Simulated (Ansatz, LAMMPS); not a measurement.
# Glassy 29TiO2-71Al2O3 (mol %) (137 atoms): geometry optimisation, part 3 of 3

How does glassy 29TiO2-71Al2O3 (mol %) (137 atoms) relax, and what do bonds, charges and levels look like afterwards?

Ansatz 0.2.0; Kohn-Sham DFT, PBE, PAW (set soft_2), plane waves.

The cell: 9 Ti, 44 Al and 84 O. The quench rate of 1000 K/ps is many orders above laboratory rates. The starting topology of bonds comes from the classical model. Sampling is at Γ alone, for a cell whose shortest periodic width is 11 Å.

So far, density (g/cm³): step 5 (structure statistics after relaxation) 3.33.

**6. Single point at the relaxed geometry**

The electronic structure is read at the final geometry, in a run of its own.

input.yaml reads:

```yaml
crystal:
  lattice:
    - [11.39091, 0.0, 0.0]
    - [0.0, 11.39091, 0.0]
    - [0.0, 0.0, 11.39091]
  atoms:
    - { symbol: Ti, position: [0.77142, 0.98231, 0.0334] }
    - { symbol: Ti, position: [0.52395, 0.71064, 0.83207] }
    - { symbol: Ti, position: [0.80556, 0.99821, 0.30622] }
    - { symbol: Ti, position: [0.36969, 0.83136, 0.54618] }
    - { symbol: Ti, position: [0.26555, 0.54168, 0.13012] }
    - { symbol: Ti, position: [0.56308, 0.22518, 0.30331] }
    - { symbol: Ti, position: [0.49103, 0.0845, 0.96042] }
    - { symbol: Ti, position: [0.37099, 0.62288, 0.35747] }
    - { symbol: Ti, position: [0.05993, 0.10959, 0.21009] }
    - { symbol: Al, position: [0.44054, 0.81311, 0.09733] }
    - { symbol: Al, position: [0.45946, 0.95026, 0.30626] }
    - { symbol: Al, position: [0.08002, 0.13389, 0.76527] }
    - { symbol: Al, position: [0.20745, 0.86344, 0.32088] }
    - { symbol: Al, position: [0.63413, 0.49456, 0.86042] }
    - { symbol: Al, position: [0.33274, 0.91764, 0.81776] }
    - { symbol: Al, position: [0.97366, 0.82796, 0.15664] }
    - { symbol: Al, position: [0.65578, 0.32024, 0.02218] }
    - { symbol: Al, position: [0.64792, 0.73053, 0.29612] }
    - { symbol: Al, position: [0.52437, 0.57918, 0.08536] }
    - { symbol: Al, position: [0.7511, 0.24285, 0.77325] }
    - { symbol: Al, position: [0.1864, 0.79122, 0.00517] }
    - { symbol: Al, position: [0.92773, 0.8966, 0.73613] }
    - { symbol: Al, position: [0.82069, 0.2723, 0.18007] }
    - { symbol: Al, position: [0.59871, 0.68228, 0.5415] }
    - { symbol: Al, position: [0.94025, 0.2115, 0.97059] }
    - { symbol: Al, position: [0.32446, 0.26064, 0.48623] }
    - { symbol: Al, position: [0.33791, 0.08747, 0.65383] }
    - { symbol: Al, position: [0.27567, 0.29343, 0.26629] }
    - { symbol: Al, position: [0.08056, 0.7989, 0.53321] }
    - { symbol: Al, position: [0.11094, 0.07275, 0.49535] }
    - { symbol: Al, position: [0.77969, 0.67778, 0.70578] }
    - { symbol: Al, position: [0.06071, 0.63517, 0.27972] }
    [... 99 atom lines left out ...]
    - { symbol: O, position: [0.59098, 0.83772, 0.78628] }
    - { symbol: O, position: [0.9181, 0.68599, 0.20453] }
    - { symbol: O, position: [0.72992, 0.77916, 0.57225] }
    - { symbol: O, position: [0.30797, 0.93459, 0.66164] }
    - { symbol: O, position: [0.89512, 0.20022, 0.80881] }
    - { symbol: O, position: [0.22581, 0.16323, 0.20792] }
kpoints:
  mp_grid: { grid: [1, 1, 1] }
hamiltonian:
  xc: pbe
scf:
  occupations: { method: gaussian, width: 0.05 }
output:
  forces: true
  stress: true
  populations: true
  dos:
    method: { smearing: { sigma: 0.1 } }
    de: 0.1
    projected: { site_lists: { Al: [Al], O: [O], Ti: [Ti] } }
  eigenvalues: true
  write_density: true
  write_potential: true
  volumetric_format: npy
  elf: true
```

On the command line:

```console
$ ansatz run input.yaml --threads 4 --pin off --max-ram 8192MiB --backend cpu --events-out ev --progress --plain --runs-dir out
```

Numbers of over 12 decimals in the logs are rounded to 6 here.

Output:

```text
[...]
Crystal: 137 atoms, lattice volume = 1478.003 Å³
Basis set: ecut = 420 eV, 28887 PW (Γ), exchange–correlation on 160×160×160 points (8 copies of the dense FFT grid, shifted against one another)
Bands: 509, of which v1, the nominal top of the filled ones, is band 372 counted from 1 (371 counted from 0)
Symmetry: 1 space group operations
[...]
k-points: 1
[...]
SCF iter   1: F=—  HF=-93992.834742 eV  |F-HF|=—  |Δ(HF+E_count)|=         —  Δρ=3.47e-3  dr2=1.55e-1  ethr=1.77e-3  ⟨swp⟩=6.0  Hψ=2212  notcnv=0  defer=34
[...]
SCF iter  11: F=-93992.827566 eV  HF=-93992.827566 eV  |F-HF|=2.40e-8  |Δ(HF+E_count)|=   1.20e-7  Δρ=2.31e-6  dr2=8.89e-8  ethr=1.34e-11  ⟨swp⟩=16.0  Hψ=4297  notcnv=0
SCF 1 converged in 11 iterations: F = -93992.827566 eV  dr2 = 8.89e-8
[...]
SCF converged after 11 iterations
Free energy (F): -93992.827566 eV
[...]
Internal energy: -93992.827566 eV  (E = F + TS)
E sigma→0 (E₀):  -93992.827566 eV
Fermi energy:    7.313373 eV
[...]
--- Forces (eV/Å), atoms counted from 1 ---
  atom   1  Ti    -0.01266274     0.00679325     0.00559661
  atom   2  Ti     0.02111484    -0.01569924    -0.02383236
  atom   3  Ti     0.00301849     0.01542676    -0.00234131
  atom   4  Ti    -0.00164537    -0.00245374     0.00298598
  atom   5  Ti    -0.00897181    -0.01081455    -0.00562056
  atom   6  Ti    -0.01190701    -0.00188256    -0.00507133
  atom   7  Ti    -0.01709342    -0.00037889    -0.00538975
  atom   8  Ti     0.00289182    -0.00067008     0.02652637
  atom   9  Ti     0.00496180     0.01580282     0.00328870
  atom  10  Al     0.00930633     0.01233632     0.00083318
  atom  11  Al    -0.00423652     0.00322007     0.01059070
  atom  12  Al     0.00433894    -0.00132642    -0.00618475
  atom  13  Al     0.01819996     0.01326864     0.00906537
  atom  14  Al    -0.01168502     0.00728672    -0.01655543
[...]
atom 136  O      0.00063029    -0.00164832     0.00360054
  atom 137  O     -0.00519142     0.00413048    -0.00072721
  max |Σ_I F_I| component: 1.69e-4 eV/Å
--- Stress (GPa, compression-positive) ---
        2.045304      -0.645231       0.775048
       -0.645234       5.702638       0.389376
        0.775053       0.389377       5.994995
  P = ⅓ Tr σ = 4.5810 GPa (45.810 kbar)
--- Band table (eV) ---
[...]
--- Löwdin populations: 137 sites ---
  site symbol       q [e]
     0     Ti     10.6092
     1     Ti     10.5586
     2     Ti     10.5916
[...]
136      O      6.7884
  spilling = 0.007022 (of n_electrons = 744.000000)
```

The job ended after 35 s (4 threads of Arm Neoverse V2, shared host; peak memory 2.2 GiB).

Numbers from this run:

* free energy: -93992.8276 eV
* free energy per atom: -686.0790 eV/atom
* SCF cycles: 11
* pressure: 4.581 GPa
* r.m.s. force component: 0.00619 eV/Å
* longest force: 0.0355 eV/Å
* Fermi energy: 7.313 eV
* gap (highest filled to lowest empty level): 3.008 eV
* spilling of the projection: 0.007022

Löwdin charges by element and coordination (they lack the spilled electrons, 0.038 e an atom on average):

```csv
element,coordination,atoms,mean charge (e),spread,least,most
Al,all,44,1.32,0.0382,1.22,1.37
Al,4,22,1.34,0.0217,1.30,1.37
Al,5,14,1.31,0.0279,1.26,1.36
Al,6,8,1.26,0.0227,1.22,1.30
O,all,84,-0.780,0.0785,-0.858,-0.547
O,2,9,-0.617,0.0463,-0.706,-0.547
O,3,67,-0.800,0.058,-0.858,-0.662
O,4,8,-0.797,0.0291,-0.824,-0.727
Ti,all,9,1.42,0.0224,1.39,1.46
Ti,4,2,1.42,0.0277,1.39,1.45
Ti,5,5,1.42,0.0218,1.40,1.46
Ti,6,2,1.44,0.0027,1.44,1.44
```

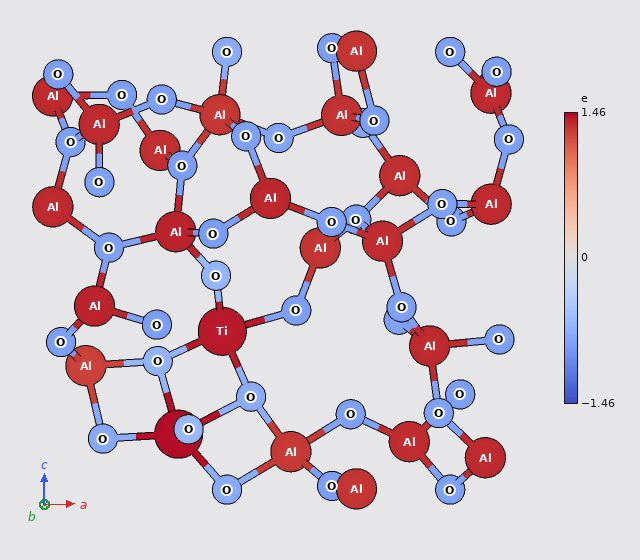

Atoms coloured by Löwdin charge. Drawn is a slice 4 Å thick, seen along the normal of the ac plane. Bonds to atoms that aren't drawn are left out.

Density of states as counts of states in windows of 1 eV (from the Fermi level), total and the larger projections:

```csv
from (eV),to (eV),total,O p,Ti d,Al p,O s
-18,-17,35.8,0.2,1.0,2.8,30.5
-17,-9,0.0,0.0,0.0,0.0,0.0
-9,-8,2.2,1.6,0.0,0.1,0.0
-8,-7,43.4,32.2,0.8,2.9,1.0
-7,-6,53.9,40.5,1.9,5.8,1.3
-6,-5,80.2,63.1,4.2,8.4,1.4
-5,-4,100.6,84.6,5.5,6.4,1.2
-4,-3,98.3,88.3,3.6,3.3,0.9
-3,-2,95.4,89.5,2.1,1.6,0.6
-2,-1,29.9,28.6,0.4,0.4,0.1
-1,1,0.0,0.0,0.0,0.0,0.0
1,2,11.2,1.5,9.1,0.2,0.1
2,3,38.7,5.9,28.5,0.9,1.1
3,4,27.8,5.4,18.3,1.0,1.4
4,5,22.4,4.2,7.9,3.6,2.9
```

Between -26 and -18 eV lie 132 more states.

About 72 of the 744 electrons lie in deeper levels, below the stored range.

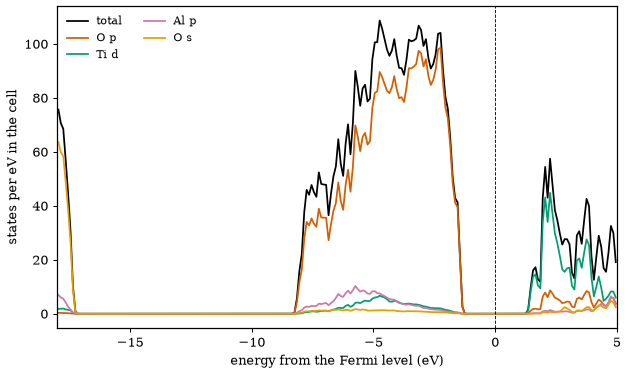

Total and projected density of states, with the broadening of the input.

The levels nearest the highest filled one (over half full), pooled over k-points and spins:

```csv
level less the highest filled one (eV),occupation
-0.191,2
-0.164,2
-0.104,2
-0.0357,2
-0.011,2
0,2
3.01,0
3.13,0
3.24,0
3.47,0
3.49,0
3.51,0
```

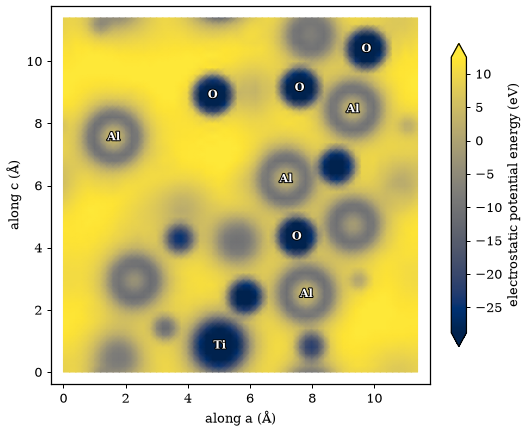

Electrostatic potential energy in the ac plane at fractional y = 0.226, with atoms of Ti and Al and O within 0.2 Å of it. With pseudopotentials it is smooth inside the atoms' cores, unlike the true potential. The map starts off the cell's origin, so that atoms lie inside it.

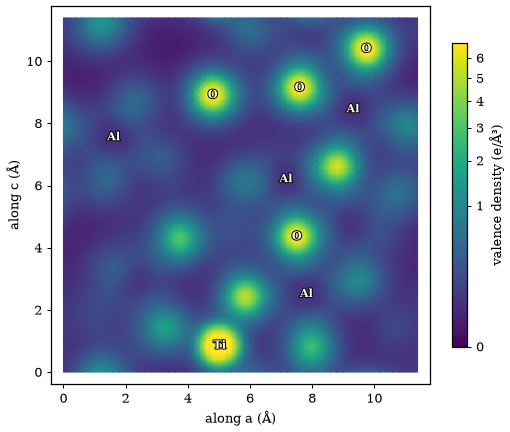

Valence density in the ac plane at fractional y = 0.226, with atoms of Ti and Al and O within 0.2 Å of it. It is the smooth field of the valence electrons, not physical close to the nuclei. The map starts off the cell's origin, so that atoms lie inside it. The colour scale is stretched toward low values.

Mean Löwdin charges: Al +1.32, O -0.78, Ti +1.42 e (they miss 0.70 % of the electrons, so they add up to more than the cell's charge). The largest share in the top eV of filled states is O p (96 % of the projected weight), and in the lowest eV of empty states Ti d (80 % of the projected weight).

A closer look about Ti6, one of the 9 Ti atoms: 8 atoms, nearest first, numbered in the order of the input, with positions taken from that point.

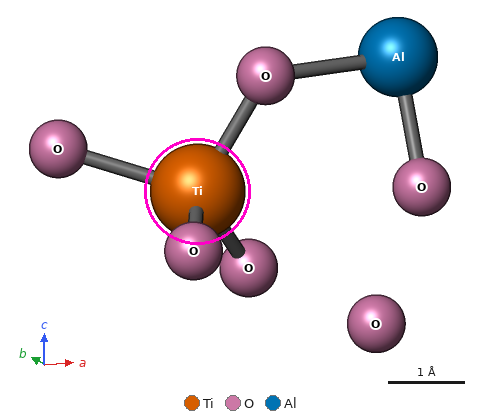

The atoms of the table, within 3.3 Å (arrows a, b, c point along x, y, z); some may hide others; the central atom is ringed.

```csv
atom,x,y,z,distance (Å),bonds,Löwdin charge (e)
Ti6,0.00,0.00,0.00,0.00,4,1.45
O85,-0.58,-1.58,-0.50,1.76,2,-0.65
O59,0.84,-0.32,1.57,1.81,3,-0.68
O124,1.02,0.92,-1.25,1.86,3,-0.71
O74,-1.74,0.64,0.56,1.94,3,-0.78
O110,2.96,-0.52,-0.02,3.01,3,-0.83
O126,1.76,-2.23,-1.51,3.22,2,-0.55
Al35,2.80,-0.02,1.66,3.25,6,1.26
```

The column of bonds counts only the pairs O-Al within 2.43 Å, O-Ti within 2.64 Å; other neighbours, such as metal atoms beside each other in a compound, aren't counted, and periodic images can show an atom twice.

**7. Other settings**

Changed here: scf.lower_state_search = "standard" and scf.occupations.method = "fermi_dirac".

input.yaml reads:

```yaml
crystal:
  lattice:
    - [11.39091, 0.0, 0.0]
    - [0.0, 11.39091, 0.0]
    - [0.0, 0.0, 11.39091]
  atoms:
    [... the 137 atom lines of step 3 ...]
kpoints:
  mp_grid: { grid: [1, 1, 1] }
hamiltonian:
  xc: pbe
scf:
  occupations: { method: fermi_dirac, width: 0.05 }
  lower_state_search: standard
output:
  forces: true
  stress: true
  populations: true
  dos:
    method: { smearing: { sigma: 0.1 } }
    de: 0.1
    projected: { site_lists: { Al: [Al], O: [O], Ti: [Ti] } }
  eigenvalues: true
```

Output:

```text
[...]
Crystal: 137 atoms, lattice volume = 1478.003 Å³
Basis set: ecut = 420 eV, 28887 PW (Γ), exchange–correlation on 160×160×160 points (8 copies of the dense FFT grid, shifted against one another)
Bands: 509, of which v1, the nominal top of the filled ones, is band 372 counted from 1 (371 counted from 0)
Symmetry: 1 space group operations
[...]
k-points: 1
[...]
SCF iter   1: F=—  HF=-93983.050622 eV  |F-HF|=—  |Δ(HF+E_count)|=         —  Δρ=3.67e-3  dr2=2.01e-1  ethr=1.77e-3  ⟨swp⟩=6.0  Hψ=2215  notcnv=0  defer=35
[...]
SCF iter  11: F=-93983.029577 eV  HF=-93983.029577 eV  |F-HF|=5.47e-9  |Δ(HF+E_count)|=   9.03e-8  Δρ=2.41e-6  dr2=9.63e-8  ethr=1.34e-11  ⟨swp⟩=11.0  Hψ=3011  notcnv=0
SCF 1 converged in 11 iterations: F = -93983.029577 eV  dr2 = 9.63e-8
[...]
SCF converged after 11 iterations
Free energy (F): -93983.029577 eV
[...]
Internal energy: -93983.029577 eV  (E = F + TS)
E sigma→0 (E₀):  -93983.029577 eV
Fermi energy:    7.367180 eV
[...]
--- Forces (eV/Å), atoms counted from 1 ---
  atom   1  Ti     0.43102171     1.12810143     0.96024203
  atom   2  Ti     1.56286482     0.67267198     0.32737046
  atom   3  Ti     1.63733521    -1.27041245    -2.96017399
  atom   4  Ti    -0.21383678     0.45710079    -0.60296671
  atom   5  Ti    -1.21723739    -0.05118025    -0.77126080
  atom   6  Ti    -0.01356736    -0.51423518     0.67814899
  atom   7  Ti     0.58127697    -0.13188984    -0.29260283
  atom   8  Ti    -2.06086446    -0.50194043     2.28755330
  atom   9  Ti    -1.04116131    -0.09974205     0.87113570
  atom  10  Al    -1.96714222    -0.72774573    -1.23459679
  atom  11  Al    -0.47984727    -0.10809852    -1.59840558
  atom  12  Al     0.05543111     0.87787171     0.15396898
  atom  13  Al     1.15687956     1.20894754     0.69528988
  atom  14  Al     0.81196281    -1.05112514     1.13784292
[...]
atom 136  O      0.94844039    -0.33368020     0.18177863
  atom 137  O      0.01546464    -1.03886395    -0.64696483
  max |Σ_I F_I| component: 1.10e-4 eV/Å
--- Stress (GPa, compression-positive) ---
        7.408354      -0.044876       1.397677
       -0.044881      12.669190       1.735169
        1.397683       1.735159      14.336056
  P = ⅓ Tr σ = 11.4712 GPa (114.712 kbar)
--- Band table (eV) ---
[...]
--- Löwdin populations: 137 sites ---
  site symbol       q [e]
     0     Ti     10.6370
     1     Ti     10.5467
     2     Ti     10.6129
[...]
136      O      6.7777
  spilling = 0.007064 (of n_electrons = 744.000000)
```

It took 33 s on 4 threads; peak memory 2.2 GiB.

Geometry and reference: those of the single point at the start.

Forces differ from those of the single point at the start by 0 meV/Å r.m.s., 0 % of their size. It took 0.97 times the reference's time (shared host, so rough). The change had no effect here: energy, forces and cycles are those of the reference.

**8. What came out**

```yaml
energy_change_in_the_relaxation: -71.52 meV/atom
r_m_s_displacement: 0.212 Å
largest_displacement: 0.535 Å
free_energy_per_atom: -686.0790 eV/atom
pressure: 4.581 GPa
r_m_s_force_component: 0.00619 eV/Å
spacing_of_highest_filled_and_lowest_empty_level: 3.008 eV
wall_time_of_the_4_dft_runs: 4.3 min
```

What this shows: Relaxation lowers the energy by 71.5 meV/atom and moves atoms by 0.21 Å r.m.s.; the r.m.s. force component goes from 0.99 to 0.0062 eV/Å, the pressure goes from 11 to 4.6 GPa, and the gap from 2.44 to 3.01 eV. By the final cutoffs 1 of 241 bonded pairs parted and 11 joined. First to last step the energy falls by 9.798 eV; the largest move, 0.54 Å, is that of O98. The O-Ti bonds change most in mean length: from 1.898 Å (spread 0.165) to 1.941 Å (spread 0.184), and their number from 43 to 45. Counting bonds as in the table, 50 % of Al atoms have 4, 80 % of O atoms have 3 and 56 % of Ti atoms have 5 bonded neighbours. Counting bonds to Al alone, not to Ti, 26 % of the oxygens join two of these atoms and 17 % one; 48 % join three; 8 % join four; 1 % join none. Between filled and empty levels lie 3.01 eV (at Γ alone); a semilocal functional tends to put such gaps too low. In a disordered cell it changes from sample to sample, and tail or defect levels can set it.

Caveats: The starting topology of bonds comes from the classical model; in DFT 1 of its 241 bonded pairs passed out of the cutoffs and 11 came within them. The stress is far from hydrostatic: its diagonal is 2.0, 5.7, 6.0 GPa, compression counted positive. The pressure of 4.6 GPa says that the cell would expand at this level of theory.

[Logs are printed without paths, hosts, clocks, repeated set-up lines and the standing remarks that a program may print on its own settings, such as how far it seeks lower states.]

[Hosts, paths, dates, database ids (printed as entryN), source tags and the programs' standing remarks are cut or masked in the printed files.]
